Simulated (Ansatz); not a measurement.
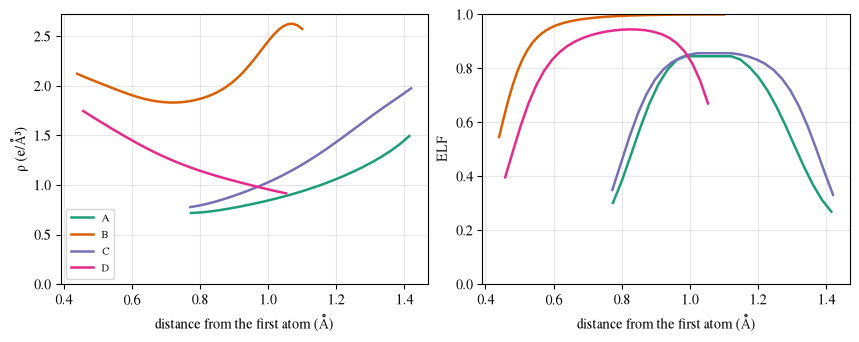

The picture shows: CH$_{3}$BrClSi (SMILES C[Si+](Cl)Br) (charge +1). Electron density and ELF along straight lines between neighbouring atoms. The curves leave out the atomic cores.

Geometry: B3LYP-D3(BJ)/def2-SVP.

These are results of isolated molecule in a Gaussian basis; Kohn-Sham density functional theory, functional PBE0 in Ansatz 0.2.0, not measurements.

Input file:

```
crystal:
  periodic: [false, false, false]
  atoms:
    - {symbol: C, position_ang: [-0.880179, -0.615309, 0.217409]}
    - {symbol: Br, position_ang: [2.263390, -0.583576, -1.292711]}
    - {symbol: Cl, position_ang: [-0.717298, -1.384126, -2.995461]}
    - {symbol: Si, position_ang: [0.146568, -0.858819, -1.278769]}
    - {symbol: H, position_ang: [-1.568816, -1.470615, 0.328046]}
    - {symbol: H, position_ang: [-1.490511, 0.295325, 0.071700]}
    - {symbol: H, position_ang: [-0.249298, -0.501352, 1.111291]}
basis:
  gaussian:
    orbitals: def2-TZVPD
total_charge: 1
hamiltonian:
  xc: {name: PBE0}
output: {forces: true, orbitals: {seedname: orbitals}}
```

Launched as:

```sh
ansatz run input.yaml --threads 1 --pin off --max-ram 2610MiB --events-out events.jsonl --progress --plain --runs-dir runs
```

### Which curve belongs to which contact (C–H, C–Si, Si–Br and Si–Cl)? The first atom named is at distance zero.

Curve A: Si–Br (2.13 Å): the density is about 0.9 e/Å³ at the midpoint; the ELF peaks at about 0.85 between the atoms; a shared but strongly polarised pair. Curve B: C–H (1.10 Å): the density is about 2 e/Å³ at the midpoint; the ELF climbs to about 1 towards the hydrogen, as it does in any bond to H: an ordinary covalent bond to hydrogen. Curve C: Si–Cl (1.99 Å): ρ is about 1 e/Å³ halfway; the ELF peaks at about 0.85 between the atoms; a polar covalent bond. Curve D: C–Si (1.83 Å): ρ at the midpoint is about 1 e/Å³; the ELF peaks at about 0.95 between the atoms, as expected for a shared electron pair.
